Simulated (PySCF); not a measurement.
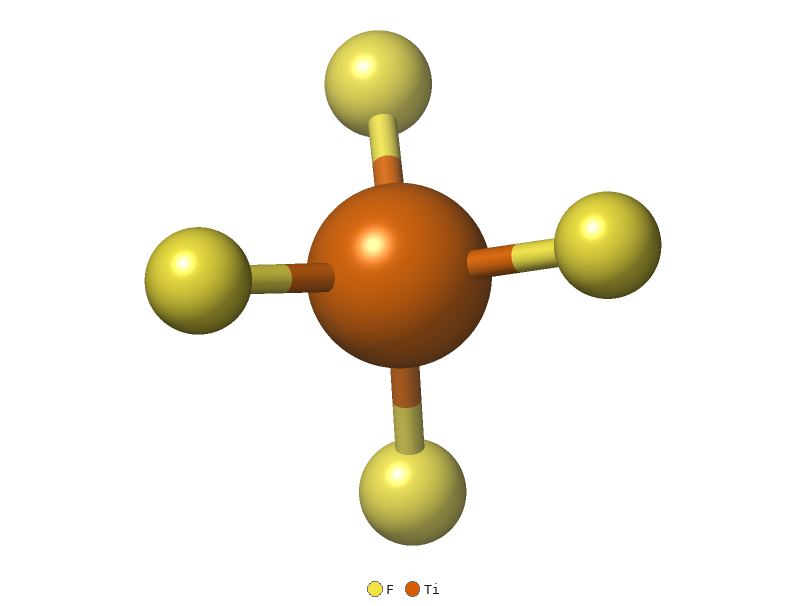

Ball-and-stick drawing of a structure. Every bond is drawn as one stick, whatever its order.

The species is neutral and a spin singlet. The geometry was computed by an optimisation with PBE0-D3(BJ)/def2-SVP. No frequency run is at hand to confirm it as a minimum.

Question: Count the atoms of each element.

Answer: TiF₄, 5 atoms: 1 titanium and 4 fluorine.

Question: How many bonds of each kind are drawn?

Answer: 4 F–Ti.

Question: Write the SMILES.

Answer: [F][Ti]([F])([F])[F]

More results for the same structure follow; atom numbers are the same in all pictures, views and colours differ.

### Metal centre

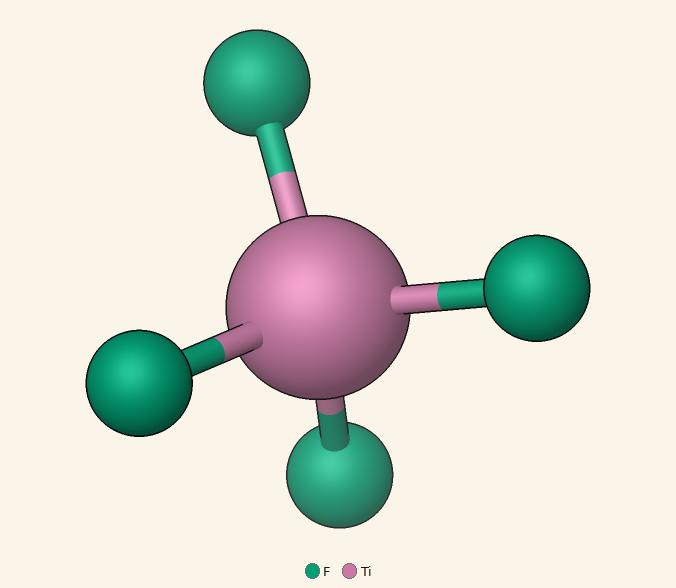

A molecule with one transition-metal atom. No frequency run is at hand to confirm it as a minimum.

Question: What is the coordination number of the metal, and which atoms bind to it?

Answer: Ti binds 4 atoms: 4 F at 1.73 Å. The arrangement is tetrahedral.

Question: What are the formal oxidation state of the metal and its number of d electrons?

Answer: Ti(IV), d⁰, counting the ligands as closed-shell ions or neutral donors.

### Core levels

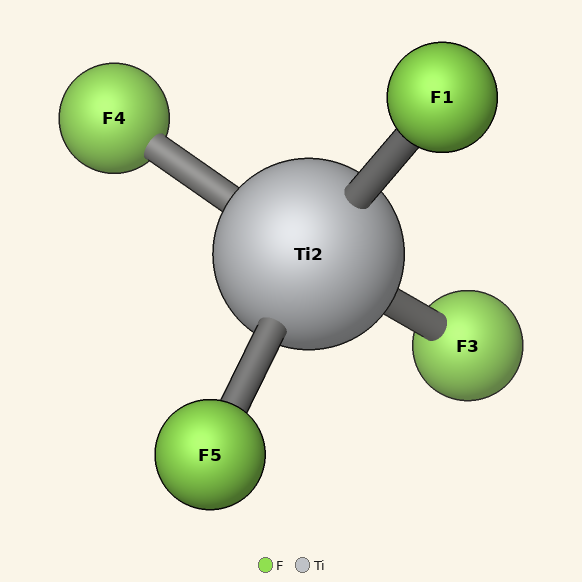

No frequency run is at hand to confirm it as a minimum. Properties computed with delta-SCF UKS PBE0, pcX-2 on the ionised atom, pcseg-1 elsewhere, spin-free X2C (PySCF 2.14.0).

Give the core-electron binding energies (to vacuum) of F1 1s.

```tsv
atom	level	binding energy (eV)
F1	1s	692.1
```

### Electronic properties

No frequency run is at hand to confirm it as a minimum. Level of theory: PBE0-D3(BJ)/def2-SVP, gas phase (PySCF 2.14.0).

Question: What are the rotational constants?

Answer: 3.359, 3.352, 3.340 GHz.
